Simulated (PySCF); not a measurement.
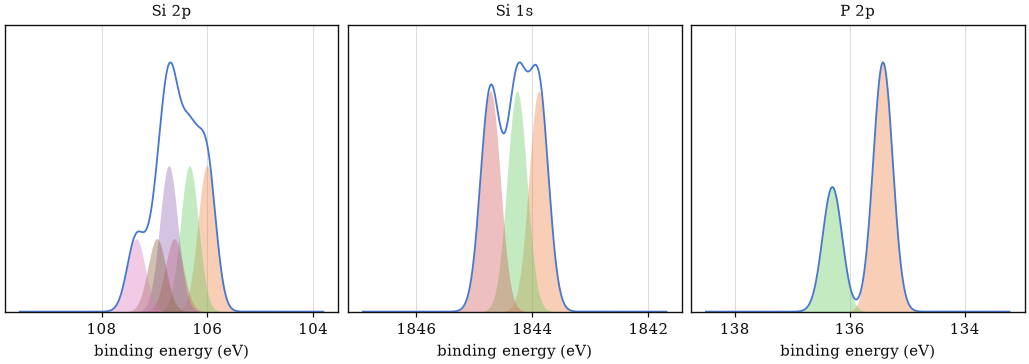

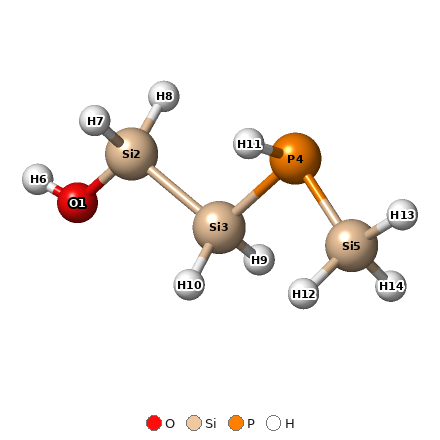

Simulated XPS of Si₃PH₉O, SMILES O[SiH2][SiH2]P[SiH3]. Vertical core-electron binding energies by ΔSCF (PBE0, pcX-2 on the ionised atom, pcseg-1 elsewhere, spin-free X2C; PySCF 2.14.0, at a PBE0-D3(BJ)/def2-SVP geometry (no frequency check)), gas phase, against the vacuum level. One atom of each kind was ionised; within a panel, areas follow the number of like atoms and 2j + 1 (2p levels are split by first-order spin-orbit coupling, an approximation), each panel is scaled alone, Gaussians of 0.4 eV full width. Only the regions named are shown. Lines closer than the width merge in the curve. The order of lines from different atoms under 0.3 eV apart is within the error of the method.

Assign the components.

Answer.
| level | atoms | binding energy (eV) |
| --- | --- | --- |
| Si 2p1/2 | Si2 | 107.3 |
| Si 2p1/2 | Si5 | 107.0 |
| Si 2p3/2 | Si2 | 106.7 |
| Si 2p1/2 | Si3 | 106.6 |
| Si 2p3/2 | Si5 | 106.3 |
| Si 2p3/2 | Si3 | 106.0 |
| Si 1s | Si2 | 1844.7 |
| Si 1s | Si5 | 1844.3 |
| Si 1s | Si3 | 1843.9 |
| P 2p1/2 | P4 | 136.3 |
| P 2p3/2 | P4 | 135.4 |

How large is the chemical shift across the Si 2p region?

Answer. 0.7 eV, from Si3 at 106.0 eV to Si2 at 106.7 eV.

Caveats: one conformer of a flexible molecule.
